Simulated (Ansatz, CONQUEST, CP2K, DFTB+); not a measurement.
**Amorphous polypropylene (as short chains C8H18) at 300 K (78 atoms) in CP2K**

Wanted: CP2K inputs and outputs for amorphous polypropylene (as short chains C8H18) at 300 K (78 atoms), checked against a plane-wave reference.

Method: the method is named at each step, in CP2K 2026.2.

## Step 1: The starting structure

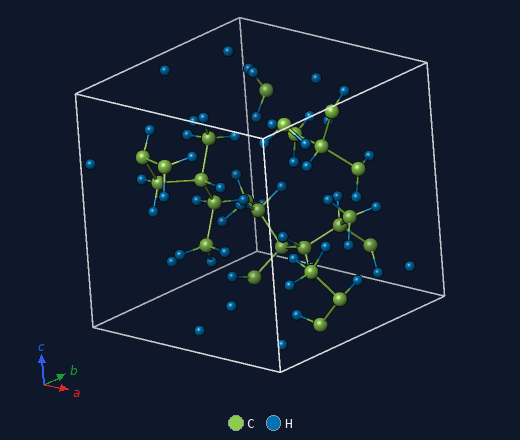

Start, viewed from a free direction; carbon green, hydrogen blue. Bonds to atoms that aren't drawn are left out. Some periodic images of atoms are drawn too.

The cell holds 78 atoms: 24 C and 54 H. Its edges and angles: a = 8.864 Å, b = 8.864 Å, c = 8.864 Å, α = 90.0°, β = 90.0°, γ = 90.0°. 3 polypropylene chains of 2 units with methyl end groups placed at random, at 0.817 g/cm³; overlaps pushed apart, then 20 ps at 800 K with MMFF94 bonds, angles, torsions, charges and radii (Halgren, J. Comput. Chem. 17, 490 (1996)) in harmonic and 12-6 forms. Snapshot after 30 ps at 300 K and fixed volume. Then every atom was moved at random, 0.05 Å r.m.s. a Cartesian component (hydrogen 0.6 of that).

The yardstick, on the same geometry:

* method: Kohn-Sham DFT, PBE, PAW, plane waves (Ansatz 0.2.0); cutoff 420 eV, Γ point, fermi-dirac smearing of 0.05 eV; PAW set soft_2
* r.m.s. force component: 2.043 eV/Å
* longest force: 9.825 eV/Å
* pressure: 5.717 GPa
* gap (highest filled to lowest empty level): 5.561 eV
* SCF cycles: 8
* time: 1.7 s on 4 threads of Intel Xeon 6975P-C (Granite Rapids), shared host
* CPU time: 5.7 s

## Step 2: PBE, DZVP-UZH, 450/50 Ry, OT DIIS

Method: Kohn-Sham DFT, PBE, GTH-PBE pseudopotentials, Gaussian and plane waves, DZVP-MOLOPT (UZH set), orbital transformation.

File input.inp:

```
&GLOBAL
  PROJECT cell
  RUN_TYPE ENERGY_FORCE
  PRINT_LEVEL LOW
&END GLOBAL
&FORCE_EVAL
  METHOD QS
  STRESS_TENSOR ANALYTICAL
  &DFT
    BASIS_SET_FILE_NAME BASIS_MOLOPT_UZH
    POTENTIAL_FILE_NAME POTENTIAL_UZH
    &MGRID
      CUTOFF 450
      REL_CUTOFF 50
    &END MGRID
    &QS
      EPS_DEFAULT 1.0E-12
    &END QS
    &SCF
      SCF_GUESS ATOMIC
      EPS_SCF 1.0E-06
      MAX_SCF 30
      &OT
        MINIMIZER DIIS
        PRECONDITIONER FULL_ALL
        ENERGY_GAP 0.001
      &END OT
      &OUTER_SCF
        EPS_SCF 1.0E-06
        MAX_SCF 8
      &END OUTER_SCF
      &PRINT
        &RESTART OFF
        &END RESTART
      &END PRINT
    &END SCF
    &XC
      &XC_FUNCTIONAL PBE
      &END XC_FUNCTIONAL
    &END XC
    &PRINT
      &MULLIKEN ON
      &END MULLIKEN
      &HIRSHFELD ON
        SHAPE_FUNCTION DENSITY
      &END HIRSHFELD
      &MO_CUBES
        NHOMO 1
        NLUMO 4
        WRITE_CUBE F
      &END MO_CUBES
    &END PRINT
  &END DFT
  &SUBSYS
    &CELL
      A 8.86432 0.00000 0.00000
      B 0.00000 8.86432 0.00000
      C 0.00000 0.00000 8.86432
    &END CELL
    &COORD
      C 2.97815 3.02158 2.70255
      C 2.76469 3.83391 4.02156
      C 2.98196 3.00953 5.18908
      C 2.69130 3.86768 6.43239
      C 1.99598 1.82153 5.28163
      C 2.18594 0.90558 6.57812
      C 1.28737 8.58270 6.44472
      C 3.58783 0.48639 6.62688
      H 2.52332 2.08702 2.55709
      H 2.60265 3.62223 1.81435
      H 4.10001 2.74395 2.75007
      H 1.70842 4.07360 3.82105
      H 3.34291 4.74702 3.94276
      H 4.09851 2.76939 5.18572
      H 2.97699 3.36357 7.43291
      H 3.10411 4.80499 6.28950
      H 1.64203 3.90589 6.35545
      H 2.26155 1.15272 4.44439
      H 1.06062 1.97674 5.17339
      H 2.04659 1.52635 7.38823
      H 1.52519 7.70043 5.76482
      H 0.26300 0.22666 6.16850
      H 0.95221 8.10686 7.35668
      H 3.87743 0.02039 5.69541
      H 4.28758 1.20049 6.90779
      H 3.78746 8.52207 7.40552
      C 7.81851 3.13824 2.58696
      C 8.50514 3.77975 1.47378
      C 7.53627 3.71849 0.33941
      C 7.86850 2.25038 8.46941
      C 7.92745 4.72433 8.17858
      C 7.33850 4.68657 6.75328
      C 5.75011 5.07598 6.78635
      C 8.19666 5.58913 5.76863
      H 7.74024 2.04128 2.41287
      H 6.80638 3.36888 2.82045
      H 8.37714 3.39025 3.57161
      H 8.35382 4.94142 1.77419
      H 0.65197 3.67249 1.41962
      H 6.39951 3.75714 0.47841
      H 8.78037 2.30100 7.90095
      H 7.10413 1.95831 7.72073
      H 7.67420 1.48610 0.33454
      H 7.63936 5.76323 8.56595
      H 0.07508 4.68196 8.23974
      H 7.48095 3.69376 6.35536
      H 5.56068 5.10913 5.67361
      H 5.28118 4.42383 7.28124
      H 5.65898 6.00779 7.14730
      H 0.41130 5.62095 6.07880
      H 8.15970 5.41876 4.74738
      H 7.71816 6.72323 5.80710
      C 0.65844 7.76967 2.38370
      C 1.92152 7.00733 2.53165
      C 2.88489 7.05414 1.30766
      C 2.26962 6.15893 0.32683
[... 18 atom lines left out ...]
      H 5.83228 6.45172 3.85811
      H 6.50003 8.04552 0.69780
      H 4.96739 0.17268 0.77190
      H 6.31601 0.46431 1.86417
    &END COORD
    &KIND C
      BASIS_SET DZVP-MOLOPT-PBE-GTH-q4
      POTENTIAL GTH-PBE-q4
    &END KIND
    &KIND H
      BASIS_SET DZVP-MOLOPT-PBE-GTH-q1
      POTENTIAL GTH-PBE-q1
    &END KIND
  &END SUBSYS
  &PRINT
    &FORCES ON
    &END FORCES
    &STRESS_TENSOR ON
    &END STRESS_TENSOR
  &END PRINT
&END FORCE_EVAL
```

Launch:

```sh
$ OMP_NUM_THREADS=1 mpirun -np 4 cp2k.psmp -i input.inp > output.txt
```

Numbers of over 12 decimals in the logs are rounded to 6 here.

What it wrote:

```text
CP2K| version string:                                       CP2K version 2026.2
 CP2K| Input file name                                                 input.inp
 GLOBAL| Basis set file name                                    BASIS_MOLOPT_UZH
 GLOBAL| Potential file name                                       POTENTIAL_UZH
 GLOBAL| Run type                                                   ENERGY_FORCE
 GLOBAL| Total number of message passing processes                             4
 GLOBAL| Number of threads for this process                                    1
 TOTAL NUMBERS AND MAXIMUM NUMBERS
  Total number of            - Atomic kinds:                                   2
                             - Atoms:                                         78
                             - Shell sets:                                    78
                             - Shells:                                       282
                             - Primitive Cartesian functions:                390
                             - Cartesian basis functions:                    606
                             - Spherical basis functions:                    582
  Maximum angular momentum of- Orbital basis functions:                        2
                             - Local part of the GTH pseudopotential:          2
                             - Non-local part of the GTH pseudopotential:      0
 SCF PARAMETERS         Density guess:                                    ATOMIC
                        max_scf:                                              30
                        eps_scf:                                        1.00E-06
                        Outer loop SCF in use
                        eps_scf                                         1.00E-06
                        max_scf                                                8
 Extrapolation method: initial_guess
 Number of electrons:                                                        150
[... lines left out ...]
  Step     Update method      Time    Convergence         Total energy    Change
[... lines left out ...]
  Total energy:                                              -168.360062
[... lines left out ...]
                                         using   7 DIIS vectors
                                         safer DIIS on
  Preconditioner : FULL_ALL            : diagonalization, state selective
  Precond_solver : DEFAULT
  stepsize       :    0.15000000                  energy_gap     :    0.00100000
  eps_taylor     :   0.10000E-15                  max_taylor     :             4
  ----------------------------------- OT ---------------------------------------
  Step     Update method      Time    Convergence         Total energy    Change
[...]
4 OT DIIS     0.15E+00    1.4     0.00000136      -168.3602522521 -7.58E-07
     5 OT DIIS     0.15E+00    1.4     0.00000052      -168.3602522565 -4.34E-09
  *** SCF run converged in     5 steps ***
  Electronic density on regular grids:       -150.0000000001       -0.0000000001
  Core density on regular grids:              149.9999999999       -0.0000000001
  Total charge density on r-space grids:       -0.0000000002
  Total charge density g-space grids:          -0.0000000002
  Overlap energy of the core charge distribution:               6.50972e-05
  Self energy of the core charge distribution:               -395.901568
  Core Hamiltonian energy:                                    129.551474
  Hartree energy:                                             159.995396
  Exchange-correlation energy:                                -62.005619
  Total energy:                                              -168.360252
  outer SCF iter =    2 RMS gradient =   0.52E-06 energy =       -168.3602522565
  outer SCF loop converged in   2 iterations or   35 steps
 !-----------------------------------------------------------------------------!
                     Mulliken Population Analysis
 #  Atom  Element  Kind  Atomic population                           Net charge
       1     C        1          4.272513                             -0.272513
       2     C        1          4.156765                             -0.156765
       3     C        1          4.091878                             -0.091878
[...]
77     H        2          0.930159                              0.069841
      78     H        2          0.914759                              0.085241
 # Total charge                            150.000000                 -0.000000
 !-----------------------------------------------------------------------------!
 !-----------------------------------------------------------------------------!
                           Hirshfeld Charges
  #Atom  Element  Kind  Ref Charge     Population                    Net charge
      1       C      1       4.000          4.114                        -0.114
      2       C      1       4.000          4.070                        -0.070
      3       C      1       4.000          4.016                        -0.016
[...]
77       H      2       1.000          0.966                         0.034
     78       H      2       1.000          0.965                         0.035
  Total Charge                                                           -0.000
 !-----------------------------------------------------------------------------!
  Eigenvalues of the occupied subspace spin            1
      -0.62009902     -0.61529704     -0.60855326     -0.58457101
      -0.57775756     -0.56191857     -0.52555451     -0.51352316
      -0.51041824     -0.47540537     -0.47203010     -0.47023429
[...]
-0.11273591     -0.11221270     -0.10609314     -0.10446079
      -0.10022200     -0.09158779     -0.08778627
 Fermi Energy [eV] :   -2.388786
  Using OT eigensolver for additional unoccupied orbitals spin            1
  Lowest Eigenvalues of the unoccupied subspace spin            1
 OT| Eigensolver reached convergence in 197 iterations
       0.15743471      0.17431490      0.18624367      0.18927368
 HOMO - LUMO gap [eV] :    6.672802
 ENERGY| Total FORCE_EVAL ( QS ) energy [hartree]           -168.360252
 FORCES| Atomic forces [hartree/bohr]
 FORCES|   Atom     x               y               z               |f|
 FORCES|      1  5.42729208E-02  3.27494295E-02 -6.24617354E-03   6.36952883E-02
 FORCES|      2 -3.86451345E-02 -1.27892339E-02 -7.38978694E-02   8.43676835E-02
 FORCES|      3  1.31483715E-02 -9.23407095E-03  5.20854559E-02   5.45072698E-02
[...]
FORCES|     77  2.24934434E-02 -7.21790653E-03  1.18574167E-02   2.64320166E-02
 FORCES|     78  2.08025547E-02  3.17302330E-02  1.86368984E-02   4.22715974E-02
 FORCES| Sum     1.21984791E-06 -3.51993228E-06 -7.15977654E-05
 FORCES| Total atomic force                                       7.16946160E-05
 STRESS| Analytical stress tensor [bar]
 STRESS|                        x                   y                   z
 STRESS|      x        5.28816726959E+04   2.14093127072E+04  -7.14800389911E+03
 STRESS|      y        2.14093127072E+04   7.47751061617E+04  -2.65122524942E+04
 STRESS|      z       -7.14800389911E+03  -2.65122524942E+04   5.69589540190E+04
 STRESS| 1/3 Trace                                             6.15385776255E+04
```

The job ended after 55 s (4 MPI ranks of Intel Xeon 6975P-C (Granite Rapids), shared host; peak memory 1.6 GiB).

Banners, paths, timers and routine set-up lines are dropped from the logs unmarked, and long logs keep their key lines alone; longer cuts are marked.

Compared with the plane-wave run:

| Property | Result |
| --- | --- |
| r.m.s. force component | 2.086 eV/Å |
| r.m.s. difference of force components | 50.62 meV/Å |
| longest difference of force vectors | 185 meV/Å |
| force difference over r.m.s. force | 2.478 % |
| slope of forces against the reference's | 1.021 |
| correlation of force components | 0.9999 |
| gap (highest filled to lowest empty level) | 6.673 eV |
| gap difference | 1.112 eV |
| pressure | 6.154 GPa |
| pressure difference | 0.4369 GPa |

Length of the force difference by element (eV/Å):

| element | atoms | mean | most |
| --- | --- | --- | --- |
| C | 24 | 0.11 | 0.18 |
| H | 54 | 0.056 | 0.18 |

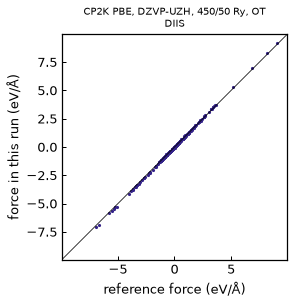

Force components against those of the reference; the line marks equality.

The surroundings of C33, which bears the longest force, nearest first, numbered as they follow in the input and with coordinates relative to it.

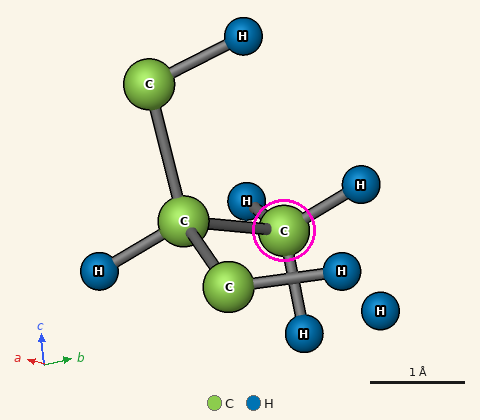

The atoms of the table, within 2.7 Å (arrows a, b, c point along x, y, z); some may hide others; the central atom is ringed.

| atom | x | y | z | distance (Å) | bonds | Hirshfeld charge (e) | Fx | Fy | Fz (eV/Å) |
| --- | --- | --- | --- | --- | --- | --- | --- | --- | --- |
| C33 | 0.00 | 0.00 | 0.00 | 0.00 | 4 | -0.13 | 6.96 | 1.34 | -7.04 |
| H48 | -0.47 | -0.65 | 0.49 | 0.94 | 1 | 0.04 | -4.14 | -5.34 | 3.74 |
| H49 | -0.09 | 0.93 | 0.36 | 1.00 | 1 | 0.04 | -0.39 | 3.68 | 1.52 |
| H47 | -0.19 | 0.03 | -1.11 | 1.13 | 1 | 0.05 | -0.68 | -0.20 | 1.05 |
| C32 | 1.59 | -0.39 | -0.03 | 1.64 | 4 | -0.01 | -0.05 | 0.99 | -0.06 |
| H46 | 1.73 | -1.38 | -0.43 | 2.26 | 1 | 0.03 | -0.40 | -0.88 | -0.20 |
| C31 | 2.18 | -0.35 | 1.39 | 2.61 | 4 | -0.09 | -3.42 | 2.69 | -0.47 |
| H44 | 1.89 | 0.69 | 1.78 | 2.68 | 1 | 0.03 | 0.44 | -0.78 | -0.13 |
| C34 | 2.45 | 0.51 | -1.02 | 2.70 | 4 | -0.11 | -1.26 | 3.33 | 3.39 |
| H16 | -2.65 | -0.27 | -0.50 | 2.71 | 1 | 0.04 | 0.99 | 2.24 | 0.25 |
| H52 | 1.97 | 1.65 | -0.98 | 2.75 | 1 | 0.04 | 1.43 | -2.29 | 0.24 |

Forces lie 2.5 % from the reference's, at 39 times its CPU time.

[end of part 1 of 2]

[Also dropped from logs without a mark: logging warnings of Python, and SIESTA's first energy breakdown and zero terms.]

[Logs are printed without paths, hosts, clocks, repeated set-up lines and the standing remarks that a program may print on its own settings, such as how far it seeks lower states.]

[Hosts, paths, dates, database ids (printed as entryN), source tags and the programs' standing remarks are cut or masked in the printed files.]

[The MMFF94 radii named for the starting cell were scaled by 0.96; in molecules described by MMFF94, hydrogen bound to N, O or S took a small fixed 12-6 site in their place.]
